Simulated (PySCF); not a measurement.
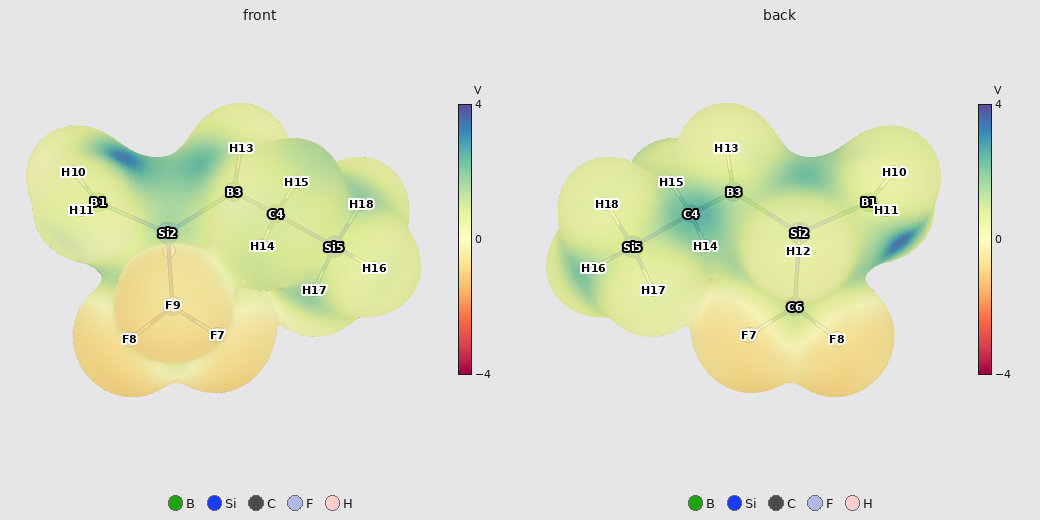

Figure. C$_{2}$H$_{9}$B$_{2}$F$_{3}$Si$_{2}$. The molecular electrostatic potential painted on the density surface at 0.004 e/bohr³, seen from the front and from behind; red is negative and blue positive.

Geometry: GFN2-xTB.

Computed with PySCF 2.14.0, PBE0/pcSseg-1, SCF density, gas phase, non-relativistic.

```
atom    x (Å)    y (Å)    z (Å)
   B  -2.6345   1.6028  -0.6312
  Si  -1.2640   0.2149  -0.7563
   B   0.6003   0.8615  -0.6987
   C   1.5568   0.5773   0.4682
  Si   2.6096  -0.9739  -0.0132
   C  -1.5410  -0.9623   0.8078
   F  -0.6919  -2.0158   0.8682
   F  -2.7825  -1.4935   0.8618
   F  -1.3754  -0.3000   1.9798
   H  -3.0858   2.0874  -1.5946
   H  -2.9729   2.0466   0.3966
   H  -1.4874  -0.8172  -1.8005
   H   0.9998   1.4909  -1.6084
   H   1.0876   0.3303   1.4190
   H   2.2938   1.3600   0.6507
   H   3.4979  -1.2229   1.1250
   H   1.7645  -2.1293  -0.2913
   H   3.4164  -0.6506  -1.1945
```

### Where is the surface potential most negative and most positive?

The most negative region (about −0.9 V) lies over F7, F8 and F9, the most positive (about +3.3 V) over B1.
